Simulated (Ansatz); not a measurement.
# Run report: GaH2Cl3, single-point calculation

System: GaH2Cl3.
Method: RKS PBE0-D4/def2-TZVPP (Ansatz 0.2.0).

The geometry is a transition state. The reaction was set up to form Ga1–Cl6 and H2–H5 and to break Ga1–H2 and H5–Cl6 (atoms counted from 1 in the order of the input); sticks are drawn by distance alone. The geometry comes from this level: PBE0-D4/def2-TZVP.

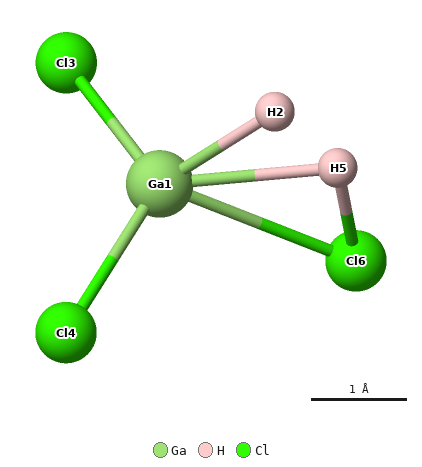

Figure 1. The structure as given in the input (ball-and-stick view, seen at a tilt; atoms are numbered from 1 in the order of the input). Sticks mark near contacts. Bond lengths as drawn: Cl–Ga 2.12 to 2.42 Å, Cl–H 1.52 Å and Ga–H 1.69 to 1.89 Å.

**Input**
```yaml
crystal:
  periodic: [false, false, false]
  atoms:
    - {symbol: Ga, position_ang: [-0.318345, 0.333810, -0.265097]}
    - {symbol: H, position_ang: [1.345823, 0.070581, -0.365954]}
    - {symbol: Cl, position_ang: [-1.419682, -0.470534, -1.887270]}
    - {symbol: Cl, position_ang: [-0.849587, 2.137634, 0.712331]}
    - {symbol: H, position_ang: [1.112076, -0.681601, 0.439998]}
    - {symbol: Cl, position_ang: [0.129615, -1.389890, 1.366092]}
basis:
  gaussian: {orbitals: def2-TZVPP}
hamiltonian: {xc: pbe0, dispersion: d4}
output: {orbitals: {seedname: orbitals}}
```

Hardware: 4 threads of Arm Neoverse V2, 23 GiB of memory available, shared host.

Command:
```bash
ansatz run in.yaml --threads 4 --pin off --events-out ev --progress --plain --max-ram 9574MiB
```

**What the program printed**
```
Functional definition: PBE0
  name "PBE0"
  cite "Adamo & Barone, J. Chem. Phys. 110, 6158 (1999) doi:10.1063/1.478522"
  cite "Perdew, Burke & Ernzerhof, Phys. Rev. Lett. 77, 3865 (1996) doi:10.1103/PhysRevLett.77.3865"
  parent pbe
  parameter a = 0.25
  parameter kappa = 0.804
  parameter beta = 0.06672455060314922
  exchange = (1 - a)*pbe_x(kappa = kappa, mu = beta*pi^2/3) + a*exact_x
  correlation = pbe_c(beta = beta)
1506 factors; their error is unknown
mean field evaluation 1: about -89961.5473 eV, gradient 2.9e1 eV
mean field evaluation 2: about -89960.7834 eV, gradient 4.2e1 eV
mean field evaluation 4: about -89962.8221 eV, gradient 8.7e-1 eV
mean field evaluation 8: about -89963.1066 eV, gradient 6.0e-2 eV
mean field -89963.10659482 eV, -3306.0831881757 hartree, gradient 2.4e-5 eV, S^2 0.000000; 0 other end points of the search recorded, 0 dependent functions left out
reference -89963.10662335 eV, -3306.0831892242 hartree; 42, 42 occupied and 160, 160 virtual orbitals, 1506 factors
Total energy: -89963.27681583 eV, -3306.0894436827 hartree
```

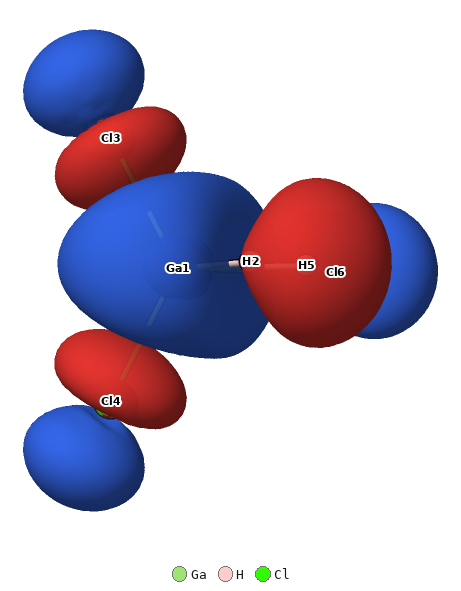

Figure 2. One frontier orbital at ±0.08 Å⁻³ᐟ² (red and blue are the two phases), seen face on. The LUMO, at −1.94 eV. It lies mainly on Ga1 (35 %), Cl6 (15 %), Cl4 (15 %), Cl3 (15 %) and H5 (15 %).

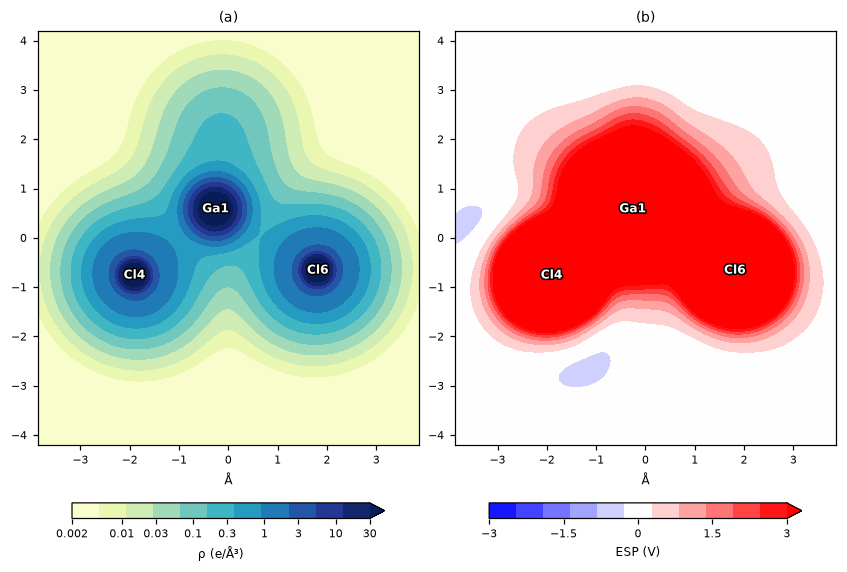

Figure 3. (a) total electron density; (b) molecular electrostatic potential on the plane of atoms Cl4, Ga1 and Cl6. The section cuts through Ga and Cl sites. Ga–Cl (2.12 Å): ρ is about 0.76 e/Å³ halfway. Ga–Cl (2.42 Å): ρ is about 0.43 e/Å³ halfway, with its minimum of 0.37 e/Å³ about 1.1 Å from Ga.

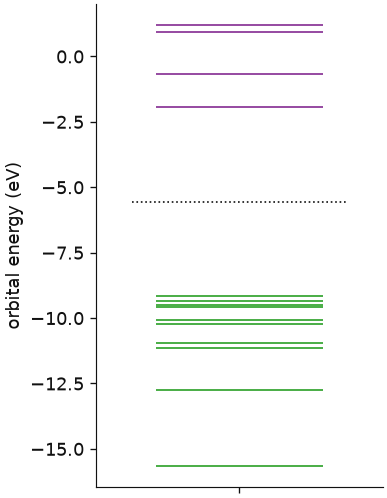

Figure 4. Orbital energies near the frontier; the dotted line parts filled from empty levels, and levels within 0.02 eV of each other stand side by side. Highest filled −9.17 eV, lowest empty −1.94 eV, 7.23 eV apart.

**Key numbers**

| quantity | value |
| --- | --- |
| outcome | converged |
| total energy | −89963.2768 eV |
| mean-field energy | −89963.1066 eV |
| dispersion energy | −0.1702 eV |
| SCF solution under orbital rotations | stable |
| HOMO | −9.17 eV |
| LUMO | −1.94 eV |
| wall time | 2.2 s (CPU time 8 s) |
| peak memory | 0.69 GiB |
